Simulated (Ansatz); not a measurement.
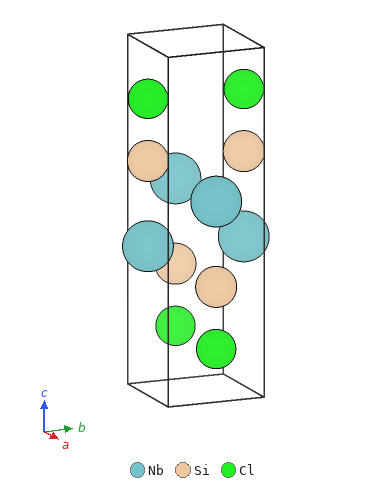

Drawn in the spheres-only manner and seen slightly off an axis. The wireframe shows the simulation cell.

The input file of the run:
```yaml
crystal:
  lattice:
    - [3.3813791686, 0.0, 0.0]
    - [0.0, 3.3813791686, 0.0]
    - [0.0, 0.0, 11.7102600781]
  atoms:
    - { symbol: Nb, position: [0.0, 0.5, 0.5734270528] }
    - { symbol: Nb, position: [0.5, 0.0, 0.4265729472] }
    - { symbol: Si, position: [0.0, 0.5, 0.3294524608] }
    - { symbol: Si, position: [0.5, 0.0, 0.6705475392] }
    - { symbol: Cl, position: [0.0, 0.5, 0.1517360579] }
    - { symbol: Cl, position: [0.5, 0.0, 0.8482639421] }
basis:
  ecutwfc: 420
kpoints:
  mp_grid: { grid: [12, 12, 4] }
  band_path:
    path:
      - [[0.0, 0.0, 0.0], [0.0, 0.5, 0.0], [0.5, 0.5, 0.0], [0.0, 0.0, 0.0], [0.0, 0.0, 0.5], [0.0, 0.5, 0.5], [0.5, 0.5, 0.5], [0.0, 0.0, 0.5]]
      - [[0.0, 0.5, 0.0], [0.0, 0.5, 0.5]]
      - [[0.5, 0.5, 0.0], [0.5, 0.5, 0.5]]
    npoints: 14
hamiltonian:
  xc: pbe
scf:
  occupations: { method: gaussian, width: 0.1 }
  n_extra_bands: 15
output:
  forces: true
  stress: true
  eigenvalues: true
  populations: true
  dos: { projected: true, de: 0.02, nscf_kmesh: { grid: [15, 15, 5] } }
  bader: true
  write_density: true
  write_potential: true
  elf: true
  volumetric_format: npy
```
Run as:
```sh
ansatz run input.yaml --threads 1 --pin off --max-ram 2048MiB --backend cpu --events-out ev --progress --plain --runs-dir out
```

The calculation used DFT PBE, scalar-relativistic, plane waves, PAW (Ansatz 0.2.0), with plane waves up to 420 eV, 12×12×4 k-mesh, Gaussian smearing of 0.1 eV, no spin polarisation.

### Predict the Bader charges.

Nb +0.61 e; Si +0.08 e; Cl -0.69 e.

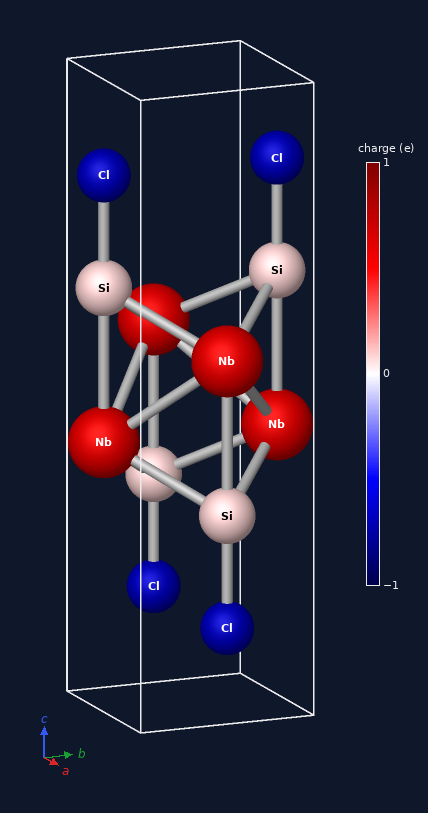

The atoms coloured by those charges.

The structure comes from a structure type filled with these elements by a generator (whether the compound takes this form wasn't checked). Earlier steps of the study may have refined or changed the cell and positions. Ansatz was used for an electronic-structure calculation on it.
